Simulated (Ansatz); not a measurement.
Al6Co5Ni

Input

```
crystal:
  lattice:
    - [4.0334927, 0.0, 0.0]
    - [0.0, 4.0334927, 0.0]
    - [0.0, 0.0, 8.6330654]
  atoms:
    - { symbol: Al, position: [0.0, 0.5, 0.831681] }
    - { symbol: Al, position: [0.0, 0.5, 0.168319] }
    - { symbol: Al, position: [0.0, 0.5, 0.5] }
    - { symbol: Al, position: [0.5, 0.0, 0.831681] }
    - { symbol: Al, position: [0.5, 0.0, 0.168319] }
    - { symbol: Al, position: [0.5, 0.0, 0.5] }
    - { symbol: Co, position: [0.0, 0.0, 0.666079] }
    - { symbol: Co, position: [0.0, 0.0, 0.333921] }
    - { symbol: Ni, position: [0.0, 0.0, 0.0], spin: 0.12 }
    - { symbol: Co, position: [0.5, 0.5, 0.667112], spin: 0.2 }
    - { symbol: Co, position: [0.5, 0.5, 0.0], spin: 0.42 }
    - { symbol: Co, position: [0.5, 0.5, 0.332888], spin: 0.2 }
basis:
  ecutwfc: 420
kpoints:
  mp_grid: { grid: [10, 10, 6] }
  band_path:
    path:
      - [[0.0, 0.0, 0.0], [0.0, 0.5, 0.0], [0.5, 0.5, 0.0], [0.0, 0.0, 0.0], [0.0, 0.0, 0.5], [0.0, 0.5, 0.5], [0.5, 0.5, 0.5], [0.0, 0.0, 0.5]]
      - [[0.0, 0.5, 0.0], [0.0, 0.5, 0.5]]
      - [[0.5, 0.5, 0.0], [0.5, 0.5, 0.5]]
    npoints: 10
hamiltonian:
  xc: pbe
scf:
  occupations: { method: gaussian, width: 0.1 }
  n_extra_bands: 30
output:
  forces: true
  stress: true
  eigenvalues: true
  populations: true
  dos: { projected: true, de: 0.02, nscf_kmesh: { grid: [12, 12, 8] } }
  bader: false
  write_density: true
  write_potential: true
  elf: true
  volumetric_format: npy
magnetization:
  spin_polarized: true
checkpoint:
  read: start.run
  write: ck
  compress: false
  write_wavefunctions: false
  write_every: 100000
```

Command:

```sh
ansatz run input.yaml --threads 4 --pin off --max-ram 8192MiB --backend cpu --events-out ev --progress --plain --runs-dir out
```

Below, planes, directions and counts refer to the conventional cell (a = 4.03 Å, b = 4.03 Å, c = 8.63 Å, α = 90.00°, β = 90.00°, γ = 90.00°).

Space group P4/mmm; a structure generated by program, which may or may not match a known phase; spin-polarised.

Method: DFT PBE, scalar-relativistic, plane waves, PAW in Ansatz 0.2.0.

> Predict the valence pseudo-density, electron localisation function and spin density between the atoms.

Al–Co (2.47 Å): the density is about 0.32 e/Å³ at the midpoint; the ELF is about 0.40 at the midpoint.
Al–Ni (2.49 Å): the density is about 0.3 e/Å³ at the midpoint; the ELF is about 0.40 at the midpoint.
The spin density sits on Co: +0.4 μB in one cell of 12 atoms, with smaller moments on other sites: Co (up to +0.18 μB) and Ni (up to +0.11 μB): parallel main moments (a ferromagnetic arrangement) in this solution. The cell of the calculation (12 atoms) carries 0.8 μB of net spin moment.

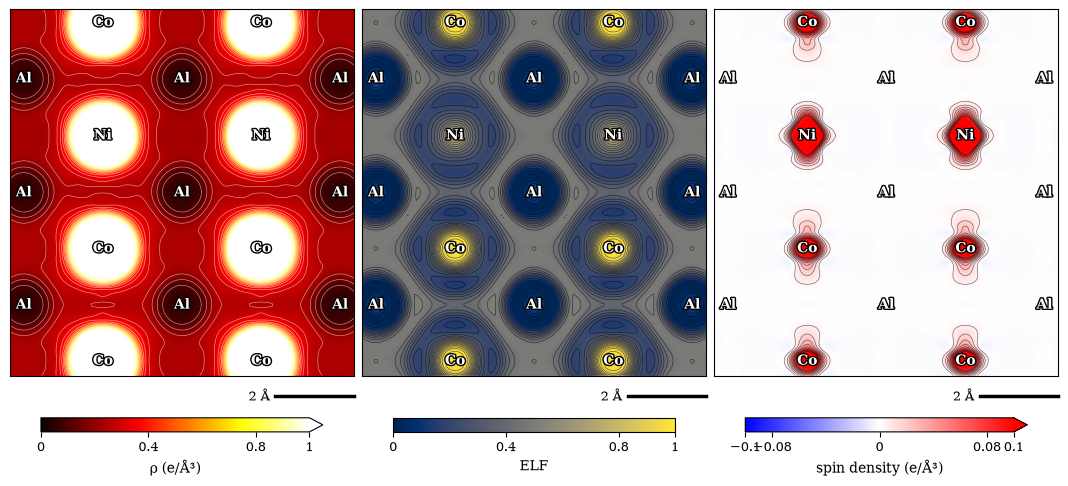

Computed valence pseudo-density, electron localisation function and spin density on the (010) plane of the conventional cell, in this order. 

In a PAW calculation such maps are meaningful between the atoms, not at the nuclei.
